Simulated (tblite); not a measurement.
**Run report: C4H11Ge2N, geometry relaxation (part 2 of 2)**

The same run, continued: C4H11Ge2N; GFN2-xTB geometry optimisation, gas phase (tblite 0.8.0). It belongs to a series of runs on one base structure; here: H on Ge replaced by vinyl.

Geometry of the input (Å):
```
C  -3.1208  0.4210  0.6286
C  -2.2484  0.7163  -0.3326
Ge -0.9883  -0.6215  -0.9385
N  0.0611  -1.2090  0.4655
Ge 1.0659  0.2343  1.0846
C  2.2971  0.7890  -0.2927
C  3.2076  -0.0569  -0.7775
H  -3.1608  -0.5615  1.0768
H  -3.8195  1.1798  0.9736
H  -2.2191  1.7052  -0.7510
H  -1.7900  -1.8172  -1.5301
H  -0.1021  -0.0147  -2.0478
H  -0.5926  -1.4761  1.2592
H  1.8671  -0.1855  2.3358
H  0.1251  1.4237  1.4422
H  2.2479  1.8052  -0.6594
H  3.8968  0.2652  -1.5445
H  3.2642  -1.0843  -0.4040
```

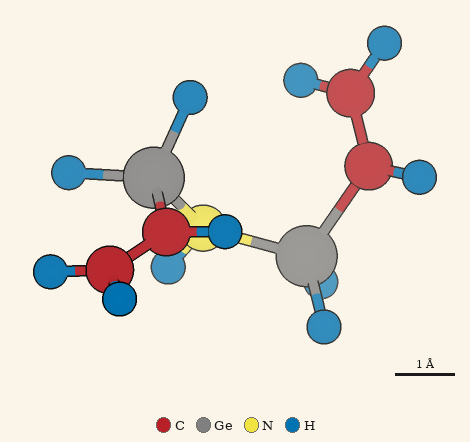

Fig. 1: The geometry at step 129 of the log (ball-and-stick view, seen at a tilt).

## Trajectory as extended XYZ, continued
```
18
Properties=species:S:1:pos:R:3:forces:R:3 step=55 energy=-567.44261
C    -3.3217    0.5272    0.5493    0.0020  -0.0060   0.0030
C    -2.4241    0.7120   -0.4043   -0.0030   0.0040   0.0000
Ge   -1.1004   -0.6455   -0.9091    0.0220   0.0060   0.0060
N     0.0879   -1.0130    0.4292    0.0110   0.0190   0.0060
Ge    1.1879    0.2542    1.1592   -0.0510  -0.0090   0.0050
C     2.4223    0.8416   -0.2307    0.0070  -0.0030   0.0060
C     3.2657    0.0013   -0.8066    0.0010  -0.0020  -0.0080
H    -3.3849   -0.4109    1.0812   -0.0170   0.0040   0.0060
H    -4.0303    1.2873    0.8460    0.0080  -0.0070  -0.0070
H    -2.3844    1.6644   -0.9176    0.0080   0.0090  -0.0010
H    -1.7350   -1.9749   -1.2268    0.0010  -0.0110  -0.0060
H    -0.2727   -0.1562   -2.0636   -0.0060  -0.0100  -0.0160
H    -0.2524   -1.6885    1.0974   -0.0090   0.0130   0.0150
H     1.8678   -0.4581    2.3002    0.0090  -0.0140   0.0220
H     0.4159    1.4334    1.7214    0.0070   0.0000  -0.0010
H     2.4048    1.8795   -0.5374   -0.0070   0.0090  -0.0040
H     3.9485    0.2949   -1.5902    0.0020   0.0080  -0.0030
H     3.2965   -1.0358   -0.5091    0.0140  -0.0090  -0.0260
18
Properties=species:S:1:pos:R:3:forces:R:3 step=74 energy=-567.44620
C    -3.3467    0.5344    0.5229    0.0020   0.0030   0.0000
C    -2.4283    0.7037   -0.4140    0.0080   0.0040   0.0070
Ge   -1.1055   -0.6650   -0.8939    0.0070   0.0010   0.0070
N     0.0750   -1.0154    0.4574    0.0050   0.0090   0.0110
Ge    1.2087    0.2298    1.1724   -0.0140  -0.0060  -0.0020
C     2.4383    0.8331   -0.2160    0.0080   0.0050   0.0000
C     3.2762    0.0251   -0.8439    0.0020  -0.0030  -0.0010
H    -3.4397   -0.3991    1.0591    0.0030   0.0040  -0.0190
H    -4.0476    1.3081    0.8024    0.0050  -0.0070  -0.0060
H    -2.3638    1.6561   -0.9256    0.0010  -0.0020   0.0040
H    -1.7417   -2.0010   -1.1840   -0.0020   0.0000  -0.0050
H    -0.2759   -0.2045   -2.0594   -0.0050  -0.0080   0.0030
H    -0.3020   -1.6443    1.1519    0.0040  -0.0050   0.0020
H     1.8809   -0.4979    2.3104    0.0070  -0.0050   0.0010
H     0.4695    1.4242    1.7463   -0.0050   0.0030   0.0080
H     2.4247    1.8853   -0.4724   -0.0060   0.0110  -0.0030
H     3.9518    0.3680   -1.6142   -0.0090   0.0000  -0.0070
H     3.3174   -1.0276   -0.6110   -0.0120  -0.0050   0.0010
18
Properties=species:S:1:pos:R:3:forces:R:3 step=92 energy=-567.45409
C    -3.3462    0.5494    0.2982   -0.1320  -0.0630   0.0540
C    -2.2628    0.7485   -0.4280    0.0580  -0.1000  -0.1000
Ge   -1.0285   -0.7217   -0.7991    0.1220  -0.1400   0.0630
N     0.1191   -1.0162    0.6010    0.0650   0.0780  -0.0510
Ge    1.2881    0.2053    1.2996   -0.0290  -0.0230  -0.1640
C     2.3713    0.8927   -0.1654   -0.0970   0.0570   0.0990
C     3.0350    0.1005   -0.9867    0.0720  -0.0600  -0.1160
H    -3.5890   -0.4362    0.6636   -0.0190  -0.0700   0.0350
H    -4.0474    1.3235    0.5573   -0.0510   0.1540   0.0150
H    -2.0315    1.7331   -0.8017    0.0420   0.1340  -0.0050
H    -1.7856   -2.0268   -0.9415    0.0680   0.0800   0.0020
H    -0.1503   -0.4714   -1.9951   -0.0400   0.0200   0.0200
H    -0.2847   -1.5834    1.3288   -0.1080  -0.1170   0.0470
H     2.0698   -0.5803    2.3082    0.0780  -0.0910   0.1170
H     0.5981    1.3281    2.0384   -0.0540   0.0880   0.0120
H     2.4063    1.9627   -0.3109    0.0120   0.0920  -0.0160
H     3.6146    0.4758   -1.8181    0.0150  -0.0190   0.0100
H     3.0147   -0.9705   -0.8603   -0.0020  -0.0200  -0.0240
18
Properties=species:S:1:pos:R:3:forces:R:3 step=111 energy=-567.48270
C    -3.3930    0.6085   -0.0103    0.0400  -0.0120  -0.0120
C    -2.1337    0.7186   -0.4019   -0.0290   0.0040   0.0310
Ge   -0.9531   -0.8276   -0.6187    0.0100  -0.0270   0.0400
N     0.1821   -1.0586    0.7996    0.0490  -0.0080  -0.0430
Ge    1.4264    0.1272    1.4132   -0.0150   0.0290  -0.0170
C     2.3221    0.9399   -0.1158    0.0160   0.0020  -0.0040
C     2.7446    0.2355   -1.1526   -0.0160  -0.0170  -0.0080
H    -3.8395   -0.3595    0.1696    0.0150   0.0370  -0.0200
H    -4.0349    1.4630    0.1422   -0.0180   0.0160   0.0050
H    -1.7119    1.7051   -0.5673   -0.0020  -0.0700   0.0030
H    -1.7450   -2.1115   -0.6528   -0.0150   0.0200  -0.0240
H    -0.0938   -0.7052   -1.8478   -0.0110   0.0100   0.0380
H    -0.2313   -1.6073    1.5398    0.0050  -0.0050   0.0010
H     2.3313   -0.6869    2.3120   -0.0230   0.0080  -0.0310
H     0.8107    1.2110    2.2750   -0.0360   0.0410   0.0280
H     2.4734    2.0137   -0.1029    0.0140  -0.0420   0.0280
H     3.2414    0.6809   -2.0024   -0.0150   0.0000  -0.0040
H     2.5955   -0.8336   -1.1906    0.0300   0.0120  -0.0110
18
Properties=species:S:1:pos:R:3:forces:R:3 step=129 energy=-567.49294
C    -3.3840    0.6308   -0.0506   -0.0270   0.0110  -0.0700
C    -2.0923    0.6859   -0.3266    0.0300   0.0090   0.0330
Ge   -0.9395   -0.8688   -0.5808    0.0020  -0.0130   0.0470
N     0.2421   -1.1078    0.7980    0.0310   0.0200  -0.0390
Ge    1.4118    0.1528    1.4162   -0.0160  -0.0480   0.0310
C     2.3211    0.9445   -0.1160   -0.0430   0.0530   0.0690
C     2.6734    0.2451   -1.1799    0.0870  -0.0750  -0.0760
H    -3.9077   -0.3106    0.0258    0.0350   0.0110   0.0020
H    -3.9810    1.5202    0.0811   -0.0510   0.0130   0.0560
H    -1.6084    1.6547   -0.3929    0.0020  -0.0030  -0.0040
H    -1.7371   -2.1468   -0.6463    0.0180   0.0030  -0.0060
H    -0.1085   -0.6859   -1.8192   -0.0040  -0.0380  -0.0080
H    -0.1172   -1.7020    1.5308   -0.0100  -0.0010   0.0000
H     2.3104   -0.6095    2.3661   -0.0070   0.0260  -0.0300
H     0.7291    1.2323    2.2391   -0.0090   0.0170  -0.0280
H     2.5240    2.0084   -0.0889   -0.0060  -0.0030   0.0270
H     3.1608    0.6888   -2.0367   -0.0070  -0.0080   0.0100
H     2.4944   -0.8191   -1.2309   -0.0240   0.0270  -0.0130
18
Properties=species:S:1:pos:R:3:forces:R:3 step=148 energy=-567.50279
C    -3.3703    0.6429   -0.0200    0.0120  -0.0050   0.0010
C    -2.0695    0.6806   -0.2553    0.0010   0.0190  -0.0160
Ge   -0.9501   -0.8861   -0.5942   -0.0210  -0.0340   0.0120
N     0.2786   -1.1491    0.7385   -0.0020   0.0080   0.0110
Ge    1.3470    0.1869    1.3788    0.0180  -0.0270  -0.0140
C     2.3393    0.9405   -0.1195   -0.0130   0.0360   0.0200
C     2.7065    0.2329   -1.1747    0.0140  -0.0130  -0.0010
H    -3.9103   -0.2918   -0.0299   -0.0090   0.0070   0.0030
H    -3.9542    1.5295    0.1844    0.0140  -0.0250  -0.0030
H    -1.5544    1.6363   -0.2379   -0.0040  -0.0240   0.0060
H    -1.7470   -2.1665   -0.6511   -0.0120   0.0300  -0.0110
H    -0.1623   -0.7084   -1.8630   -0.0050  -0.0030   0.0040
H    -0.0471   -1.7798    1.4572    0.0140   0.0280  -0.0120
H     2.2109   -0.4818    2.4234   -0.0220   0.0260  -0.0020
H     0.5659    1.2910    2.0701    0.0020  -0.0080   0.0170
H     2.5882    1.9949   -0.0679    0.0160  -0.0360  -0.0030
H     3.2519    0.6593   -2.0042   -0.0060  -0.0060  -0.0030
H     2.4683   -0.8185   -1.2464    0.0000   0.0280  -0.0070
18
Properties=species:S:1:pos:R:3:forces:R:3 step=166 energy=-567.50619
C    -3.3713    0.6551   -0.0764   -0.0080  -0.0080   0.0020
C    -2.0581    0.6572   -0.2301    0.0020  -0.0020  -0.0030
Ge   -0.9710   -0.9319   -0.5601   -0.0030   0.0020   0.0020
N     0.2972   -1.1580    0.7429   -0.0050  -0.0040   0.0110
Ge    1.3577    0.1885    1.3750    0.0140  -0.0020  -0.0100
C     2.3777    0.9488   -0.1004   -0.0010   0.0020   0.0080
C     2.6726    0.2855   -1.2058    0.0030  -0.0040   0.0050
H    -3.9416   -0.2580   -0.1570    0.0040   0.0040   0.0020
H    -3.9377    1.5524    0.1273    0.0050  -0.0040   0.0000
H    -1.5137    1.5913   -0.1381    0.0000   0.0030  -0.0070
H    -1.7941   -2.1956   -0.5622    0.0020   0.0060   0.0040
H    -0.2257   -0.8110   -1.8613    0.0030   0.0040   0.0000
H    -0.0009   -1.7895    1.4724    0.0060   0.0050  -0.0090
H     2.2166   -0.4630    2.4330   -0.0090   0.0030   0.0000
H     0.5718    1.2888    2.0674   -0.0060   0.0000   0.0000
H     2.7243    1.9687    0.0186    0.0050  -0.0010   0.0020
H     3.2471    0.7161   -2.0133   -0.0100   0.0020   0.0040
H     2.3404   -0.7324   -1.3436   -0.0030  -0.0060  -0.0100
18
Properties=species:S:1:pos:R:3:forces:R:3 step=185 energy=-567.50717
C    -3.3718    0.6441   -0.0587    0.0120   0.0060  -0.0060
C    -2.0632    0.6652   -0.2485   -0.0100  -0.0120  -0.0010
Ge   -0.9742   -0.9248   -0.5648    0.0050   0.0050  -0.0030
N     0.2994   -1.1539    0.7325   -0.0070  -0.0010  -0.0110
Ge    1.3565    0.1889    1.3759    0.0170  -0.0030   0.0000
C     2.4106    0.9346   -0.0825   -0.0050   0.0160   0.0020
C     2.6731    0.2918   -1.2079   -0.0030  -0.0110  -0.0030
H    -3.9248   -0.2821   -0.0988   -0.0030   0.0040   0.0090
H    -3.9506    1.5358    0.1334    0.0030   0.0010   0.0010
H    -1.5312    1.6095   -0.2026   -0.0070   0.0010   0.0040
H    -1.8069   -2.1819   -0.5520    0.0070  -0.0040  -0.0030
H    -0.2355   -0.8133   -1.8708    0.0030  -0.0020  -0.0060
H     0.0082   -1.7987    1.4522    0.0030  -0.0010   0.0150
H     2.1857   -0.4544    2.4627   -0.0090   0.0020  -0.0120
H     0.5599    1.2996    2.0374   -0.0060   0.0060   0.0050
H     2.7972    1.9370    0.0598    0.0030   0.0020   0.0080
H     3.2572    0.7246   -2.0076   -0.0050  -0.0110   0.0130
H     2.3019   -0.7090   -1.3713    0.0000   0.0040  -0.0100
18
Properties=species:S:1:pos:R:3:forces:R:3 step=203 energy=-567.50823
C    -3.3698    0.6259    0.0061   -0.0040   0.0030   0.0050
C    -2.0794    0.6636   -0.2793    0.0030  -0.0070  -0.0040
Ge   -0.9745   -0.9137   -0.6052    0.0030   0.0050  -0.0060
N     0.2886   -1.1424    0.7029   -0.0020  -0.0030  -0.0050
Ge    1.3291    0.2064    1.3616   -0.0020   0.0000   0.0060
C     2.4407    0.9219   -0.0674    0.0020  -0.0030  -0.0070
C     2.6975    0.2782   -1.1938    0.0020   0.0030   0.0070
H    -3.9057   -0.3104    0.0430   -0.0030  -0.0020   0.0000
H    -3.9505    1.5142    0.2075   -0.0020   0.0020  -0.0010
H    -1.5677    1.6197   -0.3062    0.0010   0.0030   0.0020
H    -1.7887   -2.1825   -0.6110   -0.0010  -0.0030   0.0010
H    -0.2272   -0.7769   -1.9043    0.0020  -0.0020   0.0040
H    -0.0118   -1.7831    1.4228   -0.0010  -0.0020   0.0020
H     2.1193   -0.4248    2.4829    0.0000  -0.0010  -0.0030
H     0.5143    1.3272    1.9837    0.0010   0.0030  -0.0020
H     2.8734    1.9016    0.0976    0.0040   0.0030   0.0010
H     3.3232    0.6884   -1.9730   -0.0030   0.0010  -0.0030
H     2.2803   -0.7003   -1.3795    0.0010   0.0000   0.0030
```

## Results in brief

- outcome: converged
- total energy: −567.5082 eV
- hardware: 1 CPU thread, shared host
- wall time: 1.6 s
- peak memory: 0.18 GiB
